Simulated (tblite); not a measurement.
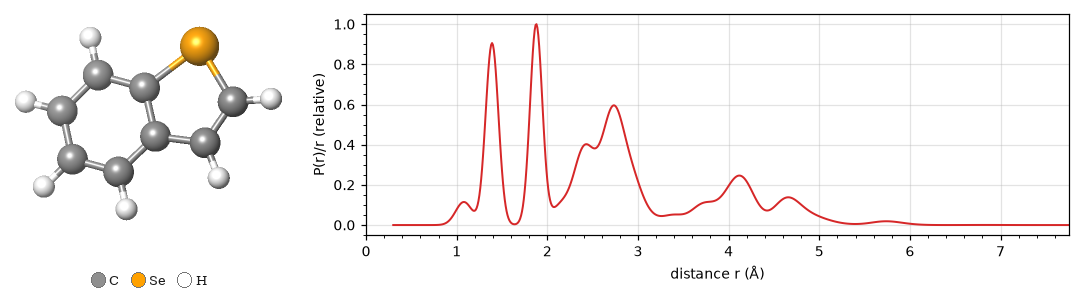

Simulated gas electron diffraction: radial distribution curve of C₈H₆Se. Each pair of atoms contributes with weight ZᵢZⱼ/r; damping constant 0.001 Å²; vibrational amplitudes assumed, not computed: 0.05 Å for bonds, 0.078 Å for bonds to H, 0.06 + 0.015 r up to 0.15 Å for other pairs. The geometry is the end point of an optimisation (tblite 0.8.0, GFN2-xTB geometry optimisation, gas phase); it may be a saddle point or a higher isomer.

Question: Read the positions of the first 7 clear peaks and name the main pairs (– for bonds).

Answer: Peak 1, 1.08 Å: C–H 1.08 Å (×6)
Peak 2, 1.39 Å: C–C 1.35–1.43 Å (×8), not resolved
Peak 3, 1.88 Å: Se–C 1.87–1.88 Å (×2)
Peak 4, 2.43 Å: C···C 2.34–2.44 Å (×8), not resolved; in its flanks C···H 2.13–2.17 Å
Peak 5, 2.73 Å: C···C 2.54–2.80 Å (×5), Se···C 2.71–2.94 Å (×3), not resolved
Peak 6, 4.12 Å: C···C 3.95–4.21 Å (×2), Se···C 4.06–4.19 Å (×2), not resolved; in its flanks C···H 3.36–3.62 Å, C···C 3.68–3.76 Å
Peak 7, 4.66 Å: C···H 4.52–4.93 Å (×6), Se···C 4.63 Å, C···C 4.73–4.84 Å (×2), Se···H 4.87 Å, not resolved
